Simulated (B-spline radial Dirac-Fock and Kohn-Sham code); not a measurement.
**Mo²³⁺: core levels and X-ray properties**

Wanted for the Mo²³⁺ ion: its X-ray form factor and Compton profile and the binding energy of each subshell.

Method: a free atom or ion on a radial basis; each step names its model; computed with B-spline radial Dirac-Fock and Kohn-Sham code, version 2.

### 1 The atom as given

Mo²³⁺ in the configuration [Ar] 3d1.

| Property | Result |
| --- | --- |
| nuclear charge | 42 |
| electrons | 19 |
| mass number | 98 |
| nuclear rms radius | 4.4091 fm |

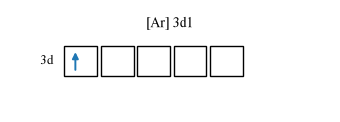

The shells outside the core; arrows follow Hund's rule for the drawing alone (heavy ions are jj-coupled), while the calculation averages over the configuration.

### 2 X-ray scattering functions

Model: Dirac-Fock average of configuration, finite nucleus; form factor of the spherical density, Waller-Hartree incoherent function, impulse-approximation Compton profiles.

Settings, as recorded:

```ini
task = scatter
Z = 42
charge = 23
configuration = 1s2 2s2 2p6 3s2 3p6 3d1
mass_number = 98
rms_radius = 4.4091  # fm
s = [0.0, 0.1, 0.11, 0.13, 0.16, 0.18, 0.22, 0.25, 0.3, 0.35, 0.42, 0.49, 0.58, 0.68, 0.81, 0.95, 1.12, 1.32, 1.56, 1.84, 2.16, 2.55, 3.01]  # 1/A
pz = [0, 0.1, 0.2, 0.3, 0.4, 0.5, 0.6, 0.8, 1.0, 1.2, 1.4, 1.6, 1.8, 2.0, 2.5, 3.0, 4.0, 5.0, 7.0, 10.0, 15.0, 20.0, 30.0, 40.0, 60.0, 100.0]  # a.u.
photon_energy = [1000, 5000, 8047.8, 10000, 20000, 30000, 50000, 200000]  # eV
```

Results of the run (chosen fields of its result record, rounded):

```text
{
  "status": "converged",
  "form_factor [e]": [19.0, 18.877, 18.851, 18.793, 18.687, 18.606, 18.416, 18.251, 17.936, 17.575, 17.002, 16.364, 15.473, 14.429, 13.056, 11.643, 10.116, 8.66, 7.3917, 6.4139, 5.6657, 4.9421, 4.1389],
  "incoherent": [9.0683e-13, 0.12999, 0.15703, 0.2185, 0.32874, 0.41387, 0.61067, 0.78012, 1.1003, 1.462, 2.0247, 2.6358, 3.4629, 4.398, 5.5822, 6.7656, 8.0382, 9.3031, 10.534, 11.668, 12.694, 13.709, 14.69],
  "compton_total [1/a.u.]": [1.3192, 1.3188, 1.3177, 1.3159, 1.3133, 1.31, 1.306, 1.2958, 1.2826, 1.2667, 1.248, 1.2266, 1.2026, 1.1763, 1.1013, 1.0162, 0.83385, 0.66361, 0.4247, 0.25961, 0.13358, 0.069751, 0.022985, 0.0093566, 0.002129, 0.00023116],
  "shells": ["1s1/2", "2s1/2", "2p1/2", "2p3/2", "3s1/2", "3p1/2", "3p3/2", "3d3/2", "3d5/2"],
  "occupation": [2.0, 2.0, 2.0, 4.0, 2.0, 2.0, 4.0, 0.4, 0.6],
  "mean_momentum [a.u.]": [37.369, 13.187, 17.656, 17.071, 6.9383, 8.215, 8.0599, 9.6057, 9.5471],
  "r2 [bohr^2]": 1.6792,
  "r_inverse [1/bohr]": 197.71,
  "r1 [bohr]": 4.5851,
  "coherent [b]": [239.14, 216.96, 187.68, 167.55, 90.957, 57.101, 28.6, 2.7491],
  "incoherent_cross_section [b]": [0.028094, 0.63309, 1.4281, 1.9826, 4.3562, 5.7485, 7.117, 7.1514],
  "radial_jk": {
    "3d": {"j0": [1.0, 0.98991, 0.98781, 0.98301, 0.97438, 0.96769, 0.95213, 0.93863, 0.91285, 0.88331, 0.83642, 0.78423, 0.71144, 0.62624, 0.51438, 0.39957, 0.27638, 0.16109, 0.065988, 0.0040846, -0.024362, -0.029058, -0.021285], "j2": [0.0, 0.0040261, 0.004864, 0.0067695, 0.010189, 0.012831, 0.018943, 0.024211, 0.03417, 0.045421, 0.062905, 0.081792, 0.10702, 0.13468, 0.16732, 0.19525, 0.21634, 0.22269, 0.20877, 0.17494, 0.12981, 0.081977, 0.043519], "j4": [0.0, 6.6087e-06, 9.6612e-06, 1.8782e-05, 4.283e-05, 6.8274e-05, 0.00015063, 0.00024867, 0.00050568, 0.00091559, 0.0018281, 0.00324, 0.0059523, 0.010325, 0.01828, 0.029508, 0.045814, 0.066266, 0.08825, 0.10543, 0.11171, 0.10404, 0.084252], "r2": 0.13758, "r4": 0.032167, "r6": 0.011468}
  }
}
```

Form factor and incoherent function, every second point:

| s (1/Å) | f (e) | f / N | S(s) |
| --- | --- | --- | --- |
| 0 | 19.00 | 1.000 | 0 |
| 0.110 | 18.85 | 0.992 | 0.1570 |
| 0.160 | 18.69 | 0.984 | 0.3287 |
| 0.220 | 18.42 | 0.969 | 0.6107 |
| 0.300 | 17.94 | 0.944 | 1.100 |
| 0.420 | 17.00 | 0.895 | 2.025 |
| 0.580 | 15.47 | 0.814 | 3.463 |
| 0.810 | 13.06 | 0.687 | 5.582 |
| 1.12 | 10.12 | 0.532 | 8.038 |
| 1.56 | 7.392 | 0.389 | 10.53 |
| 2.16 | 5.666 | 0.298 | 12.69 |
| 3.01 | 4.139 | 0.218 | 14.69 |

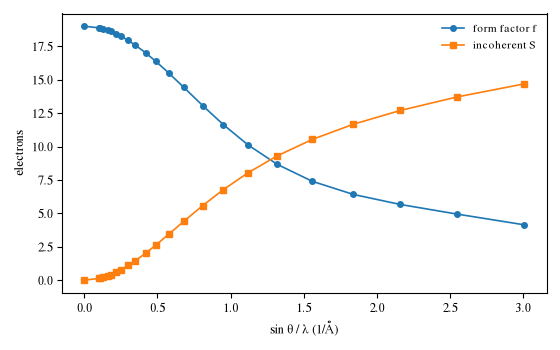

Form factor and incoherent scattering function.

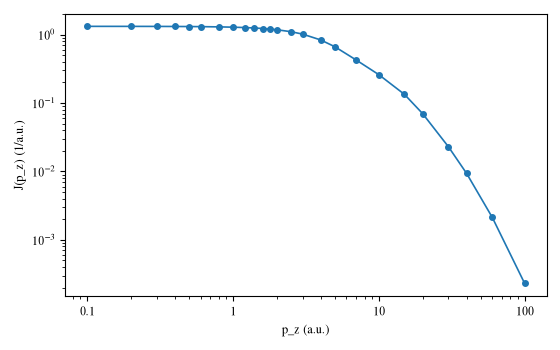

Compton profile, summed over all shells.

### 3 Hole states by ΔSCF

Model: Dirac-Fock average of configuration, Delta-SCF, finite nucleus, first-order Breit with its frequency dependence, self-energy and vacuum polarisation.

Settings, as recorded:

```ini
task = binding
```

Results of the run (chosen fields of its result record, rounded):

```text
{
  "status": "converged",
  "shells": ["K", "L1", "L2", "L3", "M1", "M2", "M3", "M4,5"],
  "total_energy_parts [Ha]": [-3724.91727, 2.58382305, -0.248425669, -0.0172390251, 1.81505863, -0.204391024],
  "koopmans [eV]": [21085.3, 3865.07, 3626.72, 3518.24, 1320.68, 1227.05, 1203.81, 1080.6],
  "dirac_coulomb [eV]": [21053.1, 3856.48, 3616.13, 3508.13, 1319.57, 1225.78, 1202.6, 1079.03],
  "gaunt [eV]": [-40.1376, -3.56889, -6.04878, -4.35208, -0.703111, -1.22636, -0.859563, -0.293869],
  "retardation [eV]": [2.88876, 0.212186, 0.631902, 0.632878, 0.0595996, 0.158158, 0.159137, 0.0701361],
  "breit_frequency [eV]": [0.211281, -0.0212043, -0.00315212, 0.0871932, -0.00573842, -0.00346348, 0.0178702, -0.00192762],
  "self_energy [eV]": [-20.4468, -2.39855, 0.222423, 0.00173007, -0.545603, 0.0429583, -0.0035205, 0.0391867],
  "vacuum_polarisation [eV]": [2.36873, 0.257636, -0.013145, -0.0174617, 0.0566846, -0.00301374, -0.00410967, -0.00384106],
  "binding [eV]": [20998.0, 3850.96, 3610.92, 3504.49, 1318.43, 1224.75, 1201.91, 1078.84],
  "mean_radius [bohr]": [0.0351612, 0.151731, 0.129507, 0.133875, 0.389212, 0.377511, 0.384831, 0.344946]
}
```

total_energy_parts: Dirac-Coulomb, Gaunt, retardation, frequency dependence, self-energy, vacuum polarisation. 

Each level as Koopmans' value plus corrections (eV):

| level | -ε | relaxation | Breit | QED | binding |
| --- | --- | --- | --- | --- | --- |
| 1s | 21085.3 | -32.21 | -37.04 | -18.08 | 20998.0 |
| 2s | 3865.1 | -8.59 | -3.38 | -2.14 | 3851.0 |
| 2p1/2 | 3626.7 | -10.59 | -5.42 | 0.21 | 3610.9 |
| 2p3/2 | 3518.2 | -10.10 | -3.63 | -0.02 | 3504.5 |
| 3s | 1320.7 | -1.12 | -0.65 | -0.49 | 1318.4 |
| 3p1/2 | 1227.1 | -1.27 | -1.07 | 0.04 | 1224.7 |
| 3p3/2 | 1203.8 | -1.20 | -0.68 | -0.01 | 1201.9 |
| 3d | 1080.6 | -1.57 | -0.23 | 0.04 | 1078.8 |

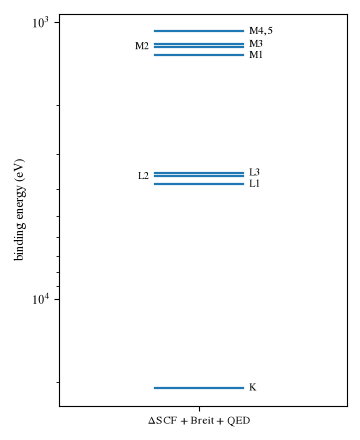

The levels on a logarithmic scale.

Line energies follow by subtraction:

| line | energy (eV) |
| --- | --- |
| Kβ1 (K-M3) | 19796.1 |
| Kβ3 (K-M2) | 19773.2 |
| Kα1 (K-L3) | 17493.5 |
| Kα2 (K-L2) | 17387.1 |
| Lβ3 (L1-M3) | 2649.0 |
| Lβ4 (L1-M2) | 2626.2 |
| Lη (L2-M1) | 2292.5 |
| Lℓ (L3-M1) | 2186.1 |

### 4 What came out

| quantity | value |
| --- | --- |
| rms radius of the electron cloud | 0.297 bohr |
| form factor halves at | 1.2 1/Å |
| Compton profile at zero | 1.319 1/a.u. |
| deepest level listed, K (1s) | 20998.0 eV |
| least bound, M4,5 (3d) | 1078.8 eV |
| Kα1 | 17493.5 eV |
| ionisation energy, NIST (theoretical) | 1082.00 eV |

f falls from 19 to half of that at s = 1.2 1/Å. Incoherent scattering outweighs coherent from 200 keV on, among the energies asked. For K (1s), relaxation takes off 32.2 eV, Breit terms shift it by -37.04 and QED by -18.08 eV. NIST's ionisation energy differs by +3.16 eV from the least binding energy, within its stated uncertainty. The Hartree-Fock and Dirac-Fock values hold no electron correlation.
